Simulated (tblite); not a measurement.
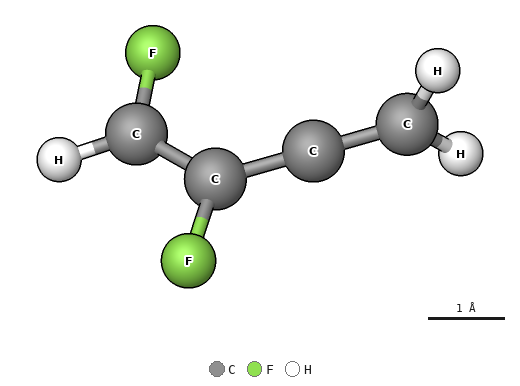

*The structure (ball-and-stick view, seen at a tilt).*

Bond lengths as drawn: C–C 1.29 to 1.38 Å, C–F 1.34 to 1.36 Å and C–H 1.07 to 1.08 Å.

**Run report: C$_{4}$H$_{3}$F$_{2}$, frequency calculation**

C$_{4}$H$_{3}$F$_{2}$, multiplicity 2, computed with GFN2-xTB harmonic vibrations, gas phase (tblite 0.8.0).

It belongs to a series of runs on one base structure; here: H added to sp C.

## Output
```
mode    cm-1     km/mol
  1     112.9      1.64
  2     161.5      4.78
  3     209.1      9.00
  4     262.2      6.86
  5     441.2      0.57
  6     449.1      0.00
  7     470.8      3.18
  8     548.6     25.74
  9     597.9     12.00
 10     813.9      6.92
 11     880.6     33.41
 12     929.1      5.98
 13    1124.5    170.53
 14    1133.4    107.92
 15    1244.8     32.32
 16    1377.7     44.72
 17    1459.4     31.24
 18    1965.6     38.70
 19    3002.8      2.95
 20    3016.1      6.21
 21    3138.9      6.78
```

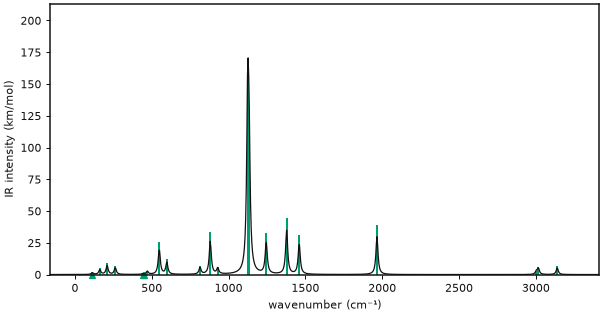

*Harmonic infrared spectrum, unscaled: sticks (degenerate modes added up, dark ones marked on the axis) with a Lorentzian envelope of 16 cm⁻¹ full width, scaled to the tallest stick.*

21 modes from 113 to 3139 cm⁻¹, none imaginary. The strongest line is at 1124 cm⁻¹ (171 km/mol).

The run was set up as follows.

## Input
```
{"job": {"kind": "ir", "xc": "GFN2-xTB", "basis": "xTB"}, "charge": 0, "multiplicity": 2}
C     -1.720504     0.475588    -0.670703
C     -0.603508    -0.053464    -0.314771
C      0.563964    -0.604763     0.063697
F      0.847191    -1.859953    -0.377197
C      1.537953    -0.042915     0.862804
F      1.380611     1.190501     1.360096
H     -2.625758     0.363534    -0.087416
H     -1.822312     1.067556    -1.571460
H      2.455924    -0.530091     1.137010
```

The first line tells a small driver script what to run in tblite; the rest is the geometry in Å.

Launch command:
```bash
OMP_NUM_THREADS=1 python <driver script> task.json out
```

## Key numbers

| quantity | value |
| --- | --- |
| outcome | converged |
| total energy | −528.4813 eV |
| zero-point energy | 33.3660 kcal/mol |
| hardware | 1 CPU thread, shared host |
| peak memory | 0.18 GiB |
